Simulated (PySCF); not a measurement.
## NMR shielding calculation of C3H13F3O3Si5

The run: NMR shielding calculation of C3H13F3O3Si5, SMILES C=C[Si@H](F)O[Si@](C)(F)O[Si@@H]([SiH3])O[SiH2]F. Method and program: GIAO mPW1PW91/6-31G* NMR shielding, non-relativistic, gas phase (PySCF 2.14.0).

The geometry comes from this level: GFN2-xTB. Figures and captions count atoms from 1; the log counts them from 0 in places.

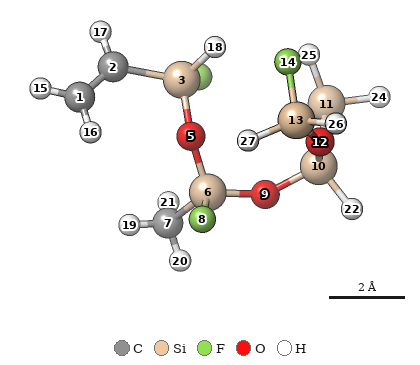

Figure 1. The input geometry (ball-and-stick view, seen at a tilt; atoms are numbered from 1 in the order of the input). Bond lengths as drawn: C–C 1.33 Å, C–H 1.08 to 1.09 Å, C–Si 1.88 Å, F–Si 1.61 to 1.62 Å, H–Si 1.45 to 1.47 Å, O–Si 1.60 to 1.64 Å and Si–Si 2.30 Å.

Results in brief:

| quantity | value |
| --- | --- |
| outcome | converged |
| total energy | −2095.033129 hartree |
| HOMO | −8.12 eV |
| LUMO | −0.48 eV |
| dipole moment | 1.81 D |
| isotropic shielding, C | 63.1 to 198.2 ppm |
| isotropic shielding, Si | 412.2 to 497.5 ppm |
| isotropic shielding, F | 323.6 to 341.7 ppm |
| isotropic shielding, O | 227.2 to 246.3 ppm |
| isotropic shielding, H | 26.0 to 32.4 ppm |
| hardware | 1 CPU thread, shared host |
| wall time | 72 s |
| peak memory | 1.5 GiB |

Input:
```
{"job": {"xc": "mPW1PW91", "basis": "6-31G*", "kind": "nmr", "pop": true}, "charge": 0, "multiplicity": 1}
C      3.506456    -0.280233     1.890350
C      3.009869    -1.244406     1.127588
Si     1.290943    -1.230275     0.368603
F      1.452033    -1.389279    -1.233227
O      0.638732     0.223685     0.623544
Si     0.096504     1.631275     0.046048
C      1.420242     2.631396    -0.833517
F     -0.409944     2.366255     1.387006
O     -1.177970     1.408111    -0.898714
Si    -2.444570     0.403702    -1.175847
Si    -1.794913    -1.287133    -2.585608
O     -2.913005    -0.247606     0.243114
Si    -2.726923    -0.705992     1.770998
F     -2.156665    -2.211228     1.702509
H      4.501033    -0.322119     2.307789
H      2.926561     0.597639     2.126207
H      3.627838    -2.110486     0.923493
H      0.354847    -2.253669     0.779612
H      2.234131     2.865281    -0.154777
H      1.023251     3.567053    -1.212417
H      1.836334     2.081131    -1.671297
H     -3.502446     1.378450    -1.450151
H     -0.756538    -0.877358    -3.541697
H     -2.941613    -1.717734    -3.406219
H     -1.302703    -2.502531    -1.919922
H     -4.072720    -0.809324     2.304083
H     -1.738661     0.061819     2.494615
```

The first line tells a small driver script what to run in PySCF; the rest is the geometry in Å.

Run as:
```bash
OMP_NUM_THREADS=1 python <driver script> task.json out
```

Log:
```
coarse grid: 25960 points
cycle   1  E = -2094.7576055280  dE =  1.719e+00  |g| = 1.482e+00  |ddm| = 4.882e+00
cycle   2  E = -2094.3497518889  dE =  4.079e-01  |g| = 2.112e+00  |ddm| = 2.678e+00
cycle   3  E = -2095.1509851583  dE = -8.012e-01  |g| = 1.419e-01  |ddm| = 1.698e+00
cycle   4  E = -2095.1548283410  dE = -3.843e-03  |g| = 6.381e-02  |ddm| = 1.792e-01
cycle   5  E = -2095.1556294476  dE = -8.011e-04  |g| = 1.703e-02  |ddm| = 5.405e-02
cycle   6  E = -2095.1556866826  dE = -5.723e-05  |g| = 2.831e-03  |ddm| = 1.475e-02
cycle   7  E = -2095.1556885227  dE = -1.840e-06  |g| = 9.784e-04  |ddm| = 3.362e-03
final grid: 231528 points
cycle   8  E = -2095.0331156203  dE = -2.586e-05  |g| = 7.591e-03  |ddm| = 2.359e-02
cycle   9  E = -2095.0331064263  dE =  9.194e-06  |g| = 1.017e-02  |ddm| = 1.408e-02
cycle  10  E = -2095.0331290834  dE = -2.266e-05  |g| = 9.606e-04  |ddm| = 8.065e-03
cycle  11  E = -2095.0331292862  dE = -2.028e-07  |g| = 1.423e-04  |ddm| = 8.665e-04
cycle  12  E = -2095.0331292895  dE = -3.336e-09  |g| = 8.196e-05  |ddm| = 1.733e-04
cycle  13  E = -2095.0331292908  dE = -1.292e-09  |g| = 2.253e-05  |ddm| = 7.559e-05
cycle  14  E = -2095.0331292910  dE = -1.187e-10  |g| = 6.280e-06  |ddm| = 2.480e-05
```

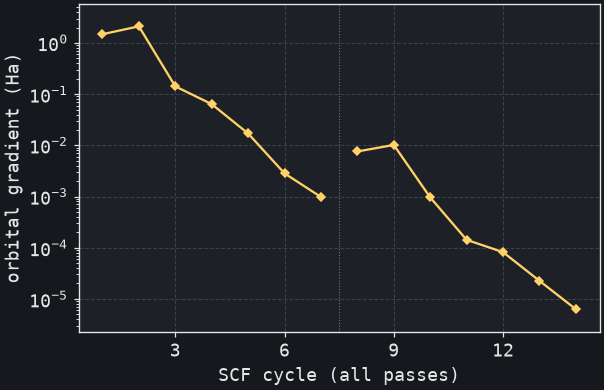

Figure 2. Convergence of the self-consistent field: orbital gradient against the SCF cycle. The dotted line marks the change from a coarse to the final integration grid. The first 7 cycles use a coarse grid, the final grid takes over at cycle 8, and the field converges after 14 cycles in all.

```
converged SCF energy = -2095.0331292910

GIAO shielding tensors (ppm)
atom      isotropic    diamagn.    paramagn.     s11        s22        s33       span
  0 C       63.057     258.282    -195.224    -51.098     59.520    180.750    231.848
  1 C       70.663     258.439    -187.777    -28.531     61.860    178.659    207.190
  2 Si     430.802     887.273    -456.471    406.020    435.226    451.161     45.142
  3 F      335.328     474.282    -138.955    275.598    355.656    374.729     99.131
  4 O      246.284     405.141    -158.857    189.540    251.836    297.477    107.938
  5 Si     459.041     886.233    -427.192    438.993    443.320    494.811     55.818
  6 C      198.208     255.176     -56.969    194.118    194.301    206.204     12.087
  7 F      323.618     472.489    -148.870    276.405    294.308    400.142    123.738
  8 O      227.167     402.850    -175.683    181.052    240.984    259.466     78.415
  9 Si     412.189     883.052    -470.863    384.284    403.124    449.159     64.875
 10 Si     497.497     884.262    -386.765    485.031    495.910    511.551     26.520
 11 O      235.529     399.473    -163.944    214.271    220.922    271.394     57.122
 12 Si     424.082     882.189    -458.108    409.755    425.217    437.274     27.519
 13 F      341.682     472.436    -130.755    261.983    360.096    402.965    140.982
 14 H       25.999      27.601      -1.602     23.839     25.413     28.744      4.905
 15 H       26.121      36.043      -9.922     22.844     25.013     30.507      7.663
 16 H       26.305      27.577      -1.272     24.866     26.055     27.995      3.129
 17 H       26.676      36.166      -9.489     22.502     25.654     31.874      9.372
 18 H       32.396      32.012       0.384     27.592     30.272     39.324     11.731
 19 H       32.254      30.071       2.183     27.404     29.492     39.866     12.462
 20 H       32.207      34.114      -1.908     27.678     31.077     37.866     10.188
 21 H       26.385      28.544      -2.159     22.702     23.519     32.935     10.233
 22 H       28.805      32.519      -3.714     25.347     27.827     33.241      7.893
 23 H       28.909      28.751       0.157     25.655     26.196     34.875      9.220
 24 H       28.484      33.649      -5.165     25.414     28.134     31.903      6.490
 25 H       27.105      28.305      -1.201     22.952     24.308     34.055     11.103
 26 H       26.705      34.560      -7.855     22.608     26.800     30.708      8.100
```

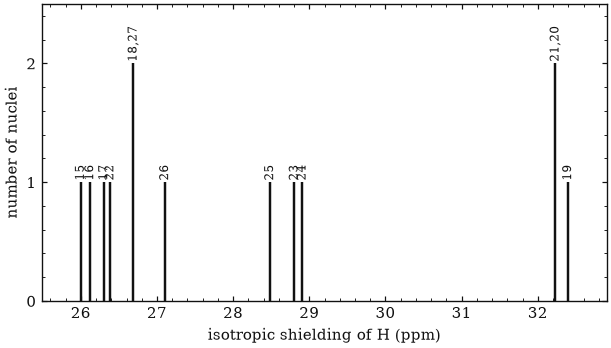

Figure 3. Isotropic shieldings of the hydrogen nuclei in this fixed geometry, labelled by atom number; shielding grows to the right, so chemical shift grows to the left. The least shielded is H15 (26.0 ppm), the most shielded H19 (32.4 ppm).
